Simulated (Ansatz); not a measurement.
## Geometry relaxation, with input and output: CH$_{8}$O$_{6}$ (part 2 of 2)

The same run, continued: CH$_{8}$O$_{6}$ (disordered cell, 15 atoms in the cell); DFT PBE, scalar-relativistic, plane waves, PAW, no spin polarisation (Ansatz 0.2.0); cutoff 420 eV, 1×1×1 k-mesh, Fermi–Dirac smearing of 0.05 eV. It belongs to a series of runs on one base structure; here: start relaxed.

Geometry of the input (Å; fractional positions):
```
5.7083  0.0000  0.0000
0.0000  5.7083  0.0000
0.0000  0.0000  5.7083
O  0.2730  0.1095  0.1806
H  0.2181  0.0002  0.0629
H  0.1362  0.1387  0.2766
O  0.1253  0.7132  0.5504
H  0.0645  0.8709  0.5645
H  0.0269  0.6416  0.4321
O  0.6844  0.5983  0.4901
H  0.7485  0.4429  0.4669
H  0.5797  0.6198  0.3583
O  0.5822  0.8444  0.9252
H  0.4889  0.8092  0.7879
H  0.6646  0.9867  0.8834
C  0.1895  0.3598  0.8360
O  0.2241  0.5009  0.9827
O  0.1550  0.2186  0.6893
```

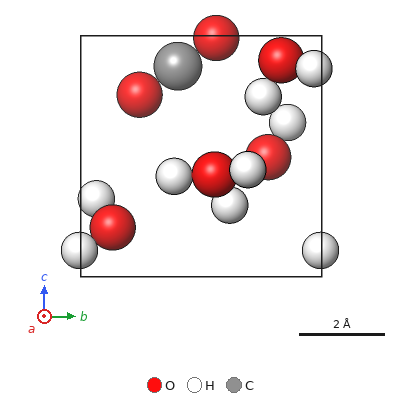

The geometry at step 7 of the log (spheres-only view of the cell of the calculation, along the a axis; bonded neighbours outside the cell are drawn too).

Output, continued:
```
--- Relaxed structure (13 steps of the walk, 13 accepted, 0 SCFs on fresh bases) ---
  F+E_penalty+E_count = -3783.20386497 eV   max|allowed force component| = 2.052e-1 eV/Å
  atoms:
    - { symbol: O, position: [0.3881057268309459, 0.1250310658917177, 0.24990117033823792] }
    - { symbol: H, position: [0.4409915326887715, 0.026681053473438285, 0.12045818932294401] }
    - { symbol: H, position: [0.2832957985430152, 0.022322111813097713, 0.34014249219349124] }
    - { symbol: O, position: [0.10418397496553493, 0.8025573036600627, 0.5026577203867527] }
    - { symbol: H, position: [0.058920425096035296, 0.8524513122330398, 0.6587837313652741] }
    - { symbol: H, position: [-0.028923989782242244, 0.7102061560625351, 0.44299569147719564] }
    - { symbol: O, position: [0.6797147233701021, 0.5491065469310472, 0.3404926476301183] }
    - { symbol: H, position: [0.590083197025266, 0.4014637647793676, 0.33395479537457196] }
    - { symbol: H, position: [0.6344953785194687, 0.6319156433559794, 0.1970998115412442] }
    - { symbol: O, position: [0.591145064668096, 0.8439153940166518, 0.881501560221098] }
    - { symbol: H, position: [0.5322716680324623, 0.7845573674507602, 0.7314732915465568] }
    - { symbol: H, position: [0.7066389386452637, 0.9618637252143258, 0.8398195385447256] }
    - { symbol: C, position: [0.061165986130554094, 0.38001389896799725, 0.9509537315876035] }
    - { symbol: O, position: [0.15154890794719392, 0.5512395131614265, 1.0166993838445098] }
    - { symbol: O, position: [-0.03273423268046752, 0.211254842988553, 0.8801121446256768] }
```

Trajectory as extended XYZ (Å, eV, eV/Å), 13 frames, from step=1 to step=13:
```
15
Lattice="5.7083 0.0000 0.0000 0.0000 5.7083 0.0000 0.0000 0.0000 5.7083" Properties=species:S:1:pos:R:3:forces:R:3 step=1 energy=-3781.34148
O     1.5585    0.6248    1.0309   -0.1763  -0.5215   0.4366
H     1.2450    0.0014    0.3593    0.3244  -0.4728   0.1699
H     0.7773    0.7915    1.5787    0.1068   0.0219   0.0818
O     0.7154    4.0710    3.1417    0.6438   0.4227  -0.1036
H     0.3679    4.9714    3.2223   -0.0252  -0.3284  -0.0034
H     0.1536    3.6625    2.4667   -0.1382   0.3347   0.0823
O     3.9069    3.4154    2.7979   -0.1837  -0.3821  -0.3804
H     4.2724    2.5283    2.6649   -0.2544  -0.0916   0.0605
H     3.3093    3.5377    2.0455   -0.2036   0.0131  -0.2087
O     3.3234    4.8199    5.2814    0.0822   0.1849   0.1879
H     2.7907    4.6189    4.4978    0.1222  -0.2509  -0.2480
H     3.7936    5.6324    5.0429   -0.0215  -0.0455  -0.0056
C     1.0819    2.0536    4.7721    0.2528   1.2884   0.8959
O     1.2790    2.8593    5.6095   -0.4162  -0.6256  -1.4773
O     0.8848    1.2479    3.9347   -0.1134   0.4526   0.5115
15
Lattice="5.7083 0.0000 0.0000 0.0000 5.7083 0.0000 0.0000 0.0000 5.7083" Properties=species:S:1:pos:R:3:forces:R:3 step=2 energy=-3781.77558
O     1.5737    0.5479    1.1038   -0.2532   0.0900  -0.0655
H     1.3161   -0.1443    0.4678    0.3475  -0.0999   0.3114
H     0.7641    0.7569    1.5964    0.1586  -0.1124   0.0181
O     0.8462    4.1509    3.0412   -0.9532   0.6528  -0.3298
H     0.3775    4.9850    3.2830    0.5686  -0.7926  -0.0695
H     0.1502    3.7180    2.4921    0.3686   0.3360   0.3883
O     3.8593    3.3729    2.7146    0.2233  -0.3906  -0.1588
H     4.1670    2.4551    2.6388   -0.2819   0.0510   0.0106
H     3.2575    3.4932    1.9640   -0.1323   0.0446  -0.1599
O     3.3110    4.8432    5.2968   -0.1501  -0.1123  -0.4744
H     2.8804    4.5449    4.4650    0.3902  -0.0123   0.2839
H     3.7957    5.6377    5.0302   -0.0019   0.0031   0.0133
C     1.0557    2.1609    4.7870    0.0317   0.1008  -0.0006
O     1.2646    3.0002    5.5669   -0.1454  -0.1091  -0.0785
O     0.8409    1.3137    3.9987   -0.1704   0.3511   0.3110
15
Lattice="5.7083 0.0000 0.0000 0.0000 5.7083 0.0000 0.0000 0.0000 5.7083" Properties=species:S:1:pos:R:3:forces:R:3 step=3 energy=-3782.02592
O     1.5953    0.6178    1.0956   -0.7134  -0.8547  -0.3835
H     1.4555   -0.2262    0.5794    0.5455   0.8755   0.7124
H     0.7798    0.6969    1.6308    0.5302  -0.0847  -0.1310
O     0.8516    4.1798    2.9939   -0.8339   0.6472  -0.1984
H     0.4031    4.9841    3.3381    0.5310  -0.5647  -0.0310
H     0.1045    3.7736    2.4992    0.2142   0.0903   0.2354
O     3.8766    3.3253    2.6488    0.1775  -0.6687  -0.2055
H     4.0521    2.3632    2.6048   -0.2993   0.4586  -0.0008
H     3.2443    3.4918    1.9282   -0.0073  -0.0072  -0.0364
O     3.3219    4.8426    5.2706   -0.1551  -0.2063  -0.5681
H     2.9896    4.4874    4.4133    0.3376   0.0757   0.4011
H     3.7961    5.6478    5.0172    0.0063   0.0219   0.0302
C     0.9994    2.2199    4.8114   -0.0203  -0.1167  -0.0638
O     1.2324    3.0574    5.5846   -0.1287   0.0568  -0.0029
O     0.7578    1.3746    4.0305   -0.1845   0.2770   0.2423
15
Lattice="5.7083 0.0000 0.0000 0.0000 5.7083 0.0000 0.0000 0.0000 5.7083" Properties=species:S:1:pos:R:3:forces:R:3 step=4 energy=-3782.26176
O     1.7459    0.6714    1.1271   -0.7011  -0.8722  -0.2795
H     1.6466   -0.1866    0.6230    0.5177   0.8912   0.6285
H     0.9570    0.6779    1.7106    0.6107  -0.0538  -0.1800
O     0.8139    4.2135    2.9838   -0.8319   0.6660  -0.1274
H     0.3700    4.9908    3.3909    0.5060  -0.5299  -0.0463
H     0.0481    3.8132    2.5115    0.1765   0.0333   0.1717
O     3.8472    3.2865    2.5616    0.1655  -0.6248  -0.1679
H     3.9690    2.3155    2.5151   -0.2748   0.4820  -0.0207
H     3.2258    3.4882    1.8395    0.0416  -0.0251  -0.0128
O     3.3457    4.7899    5.2353   -0.1974  -0.1937  -0.5461
H     3.0285    4.4334    4.3730    0.2901   0.0728   0.3729
H     3.8249    5.5952    4.9903    0.0125   0.0166   0.0419
C     0.8824    2.2515    4.8642    0.0355  -0.0750  -0.0346
O     1.1418    3.0992    5.6175   -0.1709   0.0304   0.0009
O     0.6130    1.3965    4.1029   -0.1798   0.1822   0.1992
15
Lattice="5.7083 0.0000 0.0000 0.0000 5.7083 0.0000 0.0000 0.0000 5.7083" Properties=species:S:1:pos:R:3:forces:R:3 step=5 energy=-3782.50969
O     1.7903    0.7231    1.1119   -0.5437  -0.6515   0.2048
H     1.8283   -0.1720    0.6911    0.3125   0.6012   0.1932
H     1.0686    0.6077    1.7720    0.6387   0.0153  -0.2981
O     0.7876    4.2757    2.9093   -0.8014   0.6669   0.1936
H     0.3705    4.9672    3.4729    0.5230  -0.4797  -0.1952
H    -0.0178    3.8475    2.5385    0.1296  -0.0046  -0.0103
O     3.8619    3.2425    2.5088    0.0547  -0.3051  -0.0727
H     3.8724    2.2688    2.4848   -0.1759   0.2121  -0.0506
H     3.2417    3.4909    1.8002    0.0567  -0.0322  -0.0204
O     3.3288    4.7734    5.1992   -0.0042  -0.0314  -0.2708
H     3.1033    4.3962    4.3244    0.0995  -0.0320   0.1294
H     3.8235    5.5802    4.9870    0.0022  -0.0268   0.0625
C     0.8048    2.2803    4.8843    0.0618  -0.1193   0.0640
O     1.0665    3.1432    5.6203   -0.1827   0.0209  -0.0560
O     0.5294    1.4114    4.1415   -0.1713   0.1676   0.1247
15
Lattice="5.7083 0.0000 0.0000 0.0000 5.7083 0.0000 0.0000 0.0000 5.7083" Properties=species:S:1:pos:R:3:forces:R:3 step=6 energy=-3782.70001
O     1.8749    0.7544    1.1323   -0.6196  -0.3835   0.6742
H     1.9883   -0.0953    0.6551    0.2364   0.1932   0.0030
H     1.2220    0.5031    1.8406    0.7217   0.0749  -0.6185
O     0.7301    4.3554    2.8441   -0.9263   0.9696   0.9753
H     0.3666    4.9325    3.5774    0.6910  -0.7601  -0.8546
H    -0.0950    3.9096    2.5413    0.1089  -0.0258  -0.1026
O     3.8509    3.1993    2.4622   -0.0056  -0.0789  -0.0472
H     3.7716    2.2305    2.4410   -0.1367   0.0777  -0.0847
H     3.2636    3.4974    1.7432    0.0698  -0.0540   0.0216
O     3.3398    4.7502    5.1684    0.0514   0.1161  -0.0136
H     3.1586    4.3564    4.2962    0.0161  -0.1144  -0.1091
H     3.8473    5.5535    4.9710    0.0205  -0.0541   0.0375
C     0.7200    2.2972    4.9269    0.0512  -0.1246   0.1180
O     0.9999    3.1731    5.6420   -0.1633   0.0214  -0.1201
O     0.4213    1.4187    4.2046   -0.1160   0.1420   0.1206
15
Lattice="5.7083 0.0000 0.0000 0.0000 5.7083 0.0000 0.0000 0.0000 5.7083" Properties=species:S:1:pos:R:3:forces:R:3 step=7 energy=-3782.88568
O     1.9336    0.7598    1.1694   -0.2816  -0.5014   0.4345
H     2.1686   -0.0280    0.6248    0.0320   0.2986   0.0933
H     1.3184    0.3723    1.8479    0.4848   0.0513  -0.4888
O     0.6566    4.4418    2.8338   -0.4921   0.6455   0.8408
H     0.3374    4.8999    3.6537    0.4631  -0.4359  -0.7541
H    -0.1458    3.9588    2.5381   -0.0260  -0.0493  -0.1039
O     3.8276    3.1742    2.4241   -0.0365   0.0983  -0.0750
H     3.6696    2.2161    2.3790   -0.1489  -0.0145  -0.0995
H     3.2802    3.5303    1.6979    0.0890  -0.0916   0.0839
O     3.3645    4.7514    5.1277    0.0969   0.1968   0.1071
H     3.2183    4.3239    4.2658   -0.0406  -0.1211  -0.1801
H     3.9200    5.5234    4.9297    0.0286  -0.0761   0.0066
C     0.6445    2.3036    4.9879    0.0083  -0.2141   0.0980
O     0.9464    3.2117    5.6548   -0.1251  -0.0563  -0.1421
O     0.3198    1.3968    4.3117   -0.0536   0.2705   0.1784
15
Lattice="5.7083 0.0000 0.0000 0.0000 5.7083 0.0000 0.0000 0.0000 5.7083" Properties=species:S:1:pos:R:3:forces:R:3 step=8 energy=-3783.01994
O     2.0593    0.7247    1.2818   -0.2895  -1.2389  -0.2985
H     2.3187    0.0550    0.5713   -0.1767   0.7861   0.8195
H     1.4060    0.1987    1.8369    0.6562   0.3298  -0.4770
O     0.6034    4.4988    2.8143   -0.1605   0.2741   0.3215
H     0.3434    4.9172    3.6574    0.1764  -0.1227  -0.2708
H    -0.1940    3.9953    2.5419   -0.0520  -0.0566  -0.0674
O     3.7871    3.1566    2.3827   -0.1636  -0.0268  -0.1887
H     3.5189    2.2163    2.3087   -0.0763   0.1917  -0.0912
H     3.2875    3.5867    1.6574    0.1431  -0.1426   0.2017
O     3.3938    4.7832    5.0779    0.2714   0.3440  -0.0539
H     3.2379    4.3189    4.2326   -0.0269  -0.0343  -0.0842
H     4.0402    5.4853    4.8606   -0.2078  -0.2716   0.0649
C     0.5605    2.2951    5.0769    0.1973   0.4211   0.4789
O     0.9145    3.2083    5.7046    0.0733   0.2668   0.0875
O     0.1825    1.3959    4.4413   -0.3642  -0.7203  -0.4423
15
Lattice="5.7083 0.0000 0.0000 0.0000 5.7083 0.0000 0.0000 0.0000 5.7083" Properties=species:S:1:pos:R:3:forces:R:3 step=9 energy=-3783.03151
O     2.1170    0.6893    1.3138   -0.0804  -0.9206  -0.3193
H     2.4226    0.0790    0.5794   -0.1497   0.5883   0.5721
H     1.4876    0.1029    1.8210    0.3418   0.3346  -0.2181
O     0.5758    4.5198    2.7950   -0.0840   0.0035  -0.0517
H     0.3655    4.9097    3.6556    0.0471   0.0562   0.0607
H    -0.2264    4.0090    2.5464    0.0274  -0.0075  -0.0239
O     3.7465    3.1559    2.3554   -0.2028  -0.0489  -0.2424
H     3.4070    2.2404    2.2301    0.0062   0.2012  -0.0215
H     3.2914    3.6536    1.6445    0.1376  -0.1477   0.1859
O     3.4309    4.8125    5.0436    0.1760   0.1688  -0.1555
H     3.2349    4.3464    4.2041    0.0159   0.0213   0.0533
H     4.1057    5.4785    4.8077   -0.1703  -0.1500   0.0691
C     0.5132    2.2848    5.1607   -0.8840  -1.9529  -0.9924
O     0.9153    3.2426    5.7087   -0.3713  -0.9202  -0.5658
O     0.0728    1.3117    4.5804    1.1907   2.7737   1.6493
15
Lattice="5.7083 0.0000 0.0000 0.0000 5.7083 0.0000 0.0000 0.0000 5.7083" Properties=species:S:1:pos:R:3:forces:R:3 step=10 energy=-3783.15485
O     2.1718    0.6687    1.3419   -0.0706  -0.5609  -0.2176
H     2.5053    0.1145    0.5901   -0.0628   0.3052   0.2697
H     1.5302    0.0551    1.7869    0.1941   0.2570  -0.0147
O     0.5663    4.5133    2.7687   -0.1570   0.0580   0.0862
H     0.3918    4.8884    3.6472    0.0621  -0.0192  -0.0633
H    -0.2526    4.0196    2.5377    0.0812   0.0065  -0.0200
O     3.7021    3.1888    2.3064   -0.0669   0.0303  -0.1641
H     3.3182    2.2991    2.1499   -0.0119   0.0114   0.0264
H     3.2940    3.7264    1.6001    0.0761  -0.0751   0.0936
O     3.4698    4.8422    5.0192    0.0170   0.0346  -0.0936
H     3.2574    4.3892    4.1777   -0.0140  -0.0154   0.0413
H     4.1451    5.5012    4.7832   -0.0332  -0.0095   0.0349
C     0.4629    2.2066    5.2504   -0.0754  -0.1121   0.0969
O     0.9018    3.1707    5.7378    0.0076  -0.0509  -0.1032
O    -0.0042    1.2522    4.7491    0.0537   0.1398   0.0277
15
Lattice="5.7083 0.0000 0.0000 0.0000 5.7083 0.0000 0.0000 0.0000 5.7083" Properties=species:S:1:pos:R:3:forces:R:3 step=11 energy=-3783.17800
O     2.1993    0.6832    1.3701   -0.0504  -0.2865  -0.1112
H     2.5092    0.1245    0.6191   -0.0276   0.1690   0.1491
H     1.5710    0.0847    1.8453    0.1066   0.1333  -0.0191
O     0.5728    4.5581    2.7931   -0.1009   0.0155   0.0748
H     0.3776    4.8928    3.6830    0.0324  -0.0134  -0.0469
H    -0.2208    4.0399    2.5328    0.0524  -0.0001   0.0011
O     3.7531    3.1704    2.1916   -0.0580   0.0377  -0.1610
H     3.3182    2.2962    2.0751    0.0166   0.0460   0.0014
H     3.4087    3.6921    1.4399    0.0604  -0.0953   0.1067
O     3.4258    4.8310    5.0172    0.0177  -0.0017  -0.0675
H     3.1971    4.4043    4.1671   -0.0106   0.0087   0.0378
H     4.1061    5.4884    4.7927   -0.0219  -0.0045   0.0158
C     0.4226    2.1863    5.3121   -0.0404  -0.0255   0.1352
O     0.8895    3.1552    5.7630   -0.0123  -0.0572  -0.1084
O    -0.0703    1.2291    4.8441    0.0362   0.0741  -0.0079
15
Lattice="5.7083 0.0000 0.0000 0.0000 5.7083 0.0000 0.0000 0.0000 5.7083" Properties=species:S:1:pos:R:3:forces:R:3 step=12 energy=-3783.19520
O     2.2042    0.6997    1.3953   -0.0164   0.0311   0.0652
H     2.5139    0.1454    0.6510    0.0142  -0.0430  -0.0455
H     1.6072    0.0992    1.8994    0.0015   0.0316  -0.0133
O     0.5852    4.5845    2.8455   -0.0997  -0.0601   0.0647
H     0.3496    4.8985    3.7335    0.0198  -0.0327  -0.0700
H    -0.1694    4.0222    2.5567    0.0675   0.0816   0.0067
O     3.8352    3.1405    2.0412   -0.1253  -0.1154  -0.0979
H     3.3387    2.2888    1.9770    0.1039   0.1925  -0.0109
H     3.5103    3.6563    1.2773    0.0535  -0.0861   0.0674
O     3.3937    4.8188    5.0200   -0.0200  -0.0483  -0.1144
H     3.1248    4.4374    4.1594    0.0022   0.0488   0.1200
H     4.0646    5.4867    4.8005    0.0085   0.0115   0.0003
C     0.3749    2.1816    5.3709   -0.0144   0.0606   0.1615
O     0.8619    3.1645    5.7693   -0.0337  -0.1445  -0.1123
O    -0.1350    1.2121    4.9493    0.0385   0.0725  -0.0215
15
Lattice="5.7083 0.0000 0.0000 0.0000 5.7083 0.0000 0.0000 0.0000 5.7083" Properties=species:S:1:pos:R:3:forces:R:3 step=13 energy=-3783.20386
O     2.2154    0.7137    1.4265   -0.0134   0.1697   0.0910
H     2.5173    0.1523    0.6876    0.0385  -0.1367  -0.0872
H     1.6171    0.1274    1.9416   -0.0176  -0.0457  -0.0007
O     0.5947    4.5812    2.8693   -0.0960  -0.0452   0.0213
H     0.3363    4.8660    3.7605   -0.0203  -0.0299  -0.0680
H    -0.1651    4.0540    2.5287    0.1008   0.0512   0.0832
O     3.8800    3.1344    1.9436   -0.0403  -0.0285  -0.2052
H     3.3684    2.2917    1.9063    0.0511   0.1531  -0.0034
H     3.6219    3.6071    1.1251   -0.0097  -0.0866   0.1681
O     3.3744    4.8173    5.0318   -0.0618  -0.0834  -0.1952
H     3.0383    4.4785    4.1754    0.0516   0.0627   0.1972
H     4.0337    5.4906    4.7939    0.0075   0.0169   0.0056
C     0.3492    2.1692    5.4283   -0.0120   0.0416   0.1235
O     0.8651    3.1466    5.8036   -0.0547  -0.1442  -0.1349
O    -0.1869    1.2059    5.0239    0.0761   0.1051   0.0048
```

Key numbers:

```csv
quantity,value
outcome,converged
electrons treated,48
free energy,−3783.2039 eV
Fermi energy,−0.427 eV
final volume,186.00 Å³
largest force (length of the vector) at the end,0.221 eV/Å
wall time,15 s
peak memory,0.3 GiB
```

The input asks for low accuracy. The k-point mesh is coarse for a cell of this size, so the results may not be converged.
